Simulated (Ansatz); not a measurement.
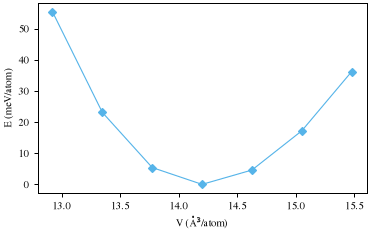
Figure. PbO₂ (rutile, P4_2/mnm) under volume change, the program Ansatz at the PBEsol level (PAW), shape and atoms relaxed at each volume.

Task: What does a third-order Birch–Murnaghan fit give for V₀, B₀ and B′?

Result: V₀ = 14.20 Å³/atom, B₀ = 123 GPa, B′ = 5.8.

The cell was relaxed with PBEsol under the symmetry of its start; of distortions, only those at the zone centre were tested. Scalar-relativistic: spin–orbit coupling is off unless named, which matters more the heavier the elements.

Potentials: the later of the program's two PAW sets.
